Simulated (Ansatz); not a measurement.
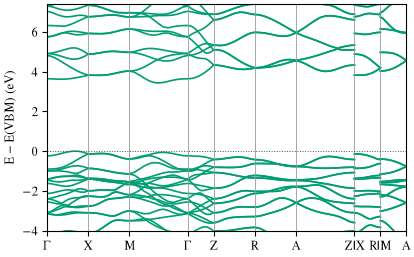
Figure: Band structure from r²SCAN in the plane-wave PAW code Ansatz

### Question
Read off the gap and where the band edges lie.

### Answer
About 3.4 eV (3.43 eV by a search for the band edges); maximum on the Γ–X line, 69 % of the way from Γ, minimum on the M–Γ line, 50 % of the way from M.

The material is TeO2 in space group P4_32_12 (No. 96; Te on 4a, O on 8b).

The workflow started from a Materials Project entry (that database holds measured and hypothetical structures alike); the Crystallography Open Database copy checked does not list it. COD files the formula under space group No. 19, 61, 92, 136, so this cell is another polymorph or a model. Its standing as an ambient phase is unchecked. The cell was relaxed with r²SCAN under the symmetry of its start; its stability against distortions is not shown here. Spin–orbit coupling is left out wherever it is not named.

Potentials: the later of the program's two PAW sets.
